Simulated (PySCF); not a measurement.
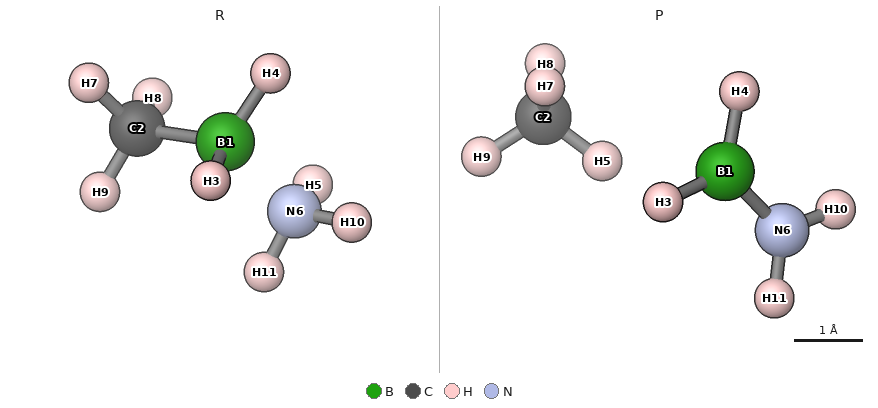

Reactant (R) and product (P) of one elementary step of CH$_{8}$BN. The picture is a ball-and-stick view, seen from a free direction.

Stationary points at PBE0-D4/def2-TZVP, single-point energies with CCSD(T)/CBS, PBE0-D4, BHLYP-D4 (def2-TZVPP where no basis is named; PySCF 2.14.0). The energies are electronic, without zero-point or thermal terms, and both ends are the minima reached downhill from the saddle, with any fragments still in contact. CCSD(T)/CBS stands for a frozen-core estimate: MP2 correlation extrapolated from def2-TZVPP and def2-QZVPP, CCSD(T) minus MP2 from the smaller set.

R:
```xyz
11

B    -0.5264   -0.1828   -0.4294
C     0.7605    0.6705   -0.8701
H    -0.6075   -1.2799   -0.9514
H    -1.5796    0.4256   -0.4868
H    -0.3015    0.3317    1.7208
N    -0.3565   -0.5232    1.1749
H     0.6964    0.9221   -1.9329
H     0.8567    1.6263   -0.3375
H     1.7090    0.1314   -0.7430
H    -1.1435   -1.0664    1.5135
H     0.4924   -1.0554    1.3418
```

P:
```xyz
11

B    -1.2529   -0.9833    0.0169
C     1.4090    1.3499   -0.8166
H    -0.6848   -1.6581   -0.7919
H    -1.9590   -0.0712   -0.3024
H     1.1692    0.8645    0.1293
N    -1.0903   -1.2681    1.3629
H     0.6827    1.0480   -1.5708
H     1.3738    2.4317   -0.6898
H     2.4083    1.0531   -1.1345
H    -1.5401   -0.7452    2.0953
H    -0.5160   -2.0214    1.7015
```

What is the transition state like, and how high is the barrier?

Counted by bonded pieces, R holds CH₅B + NH₃ and P holds BH₄N + CH₄. From R over the saddle to P, bonds form: B1–N6 (1.65 → 1.57 → 1.39 Å), C2–H5 (2.82 → 1.36 → 1.09 Å). Bonds break: B1–C2 (1.61 → 1.83 → 3.64 Å), H5–N6 (1.02 → 1.35 → 3.34 Å). The saddle has one imaginary mode, 1412i cm⁻¹. With CCSD(T)/CBS the barrier is 183.2 kJ/mol from R and 223.4 kJ/mol from P, and P lies 40.3 kJ/mol below R.

| level | barrier from R (kJ/mol) | barrier from P (kJ/mol) | P less R (kJ/mol) |
| --- | --- | --- | --- |
| CCSD(T)/CBS | 183.2 | 223.4 | −40.3 |
| PBE0-D4 | 170.5 | 200.6 | −30.0 |
| BHLYP-D4 | 195.3 | 246.7 | −51.4 |

Saddle geometry:

```xyz
11

B    -0.6069   -0.3729   -0.3199
C     0.7654    0.7915   -0.6293
H    -0.3695   -1.3099   -1.0318
H    -1.5974    0.2684   -0.5403
H     0.3993    0.1515    0.5153
N    -0.3960   -0.6838    1.2079
H     0.4451    0.8648   -1.6688
H     0.7279    1.7999   -0.2082
H     1.7964    0.4273   -0.6342
H    -1.0815   -0.3292    1.8537
H    -0.0828   -1.6076    1.4557
```

The saddle point in the same view, with dashed sticks for the bonds that form or break:

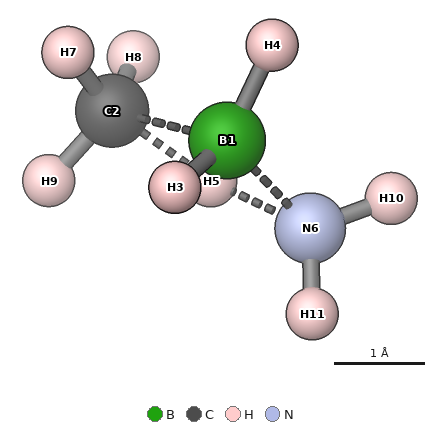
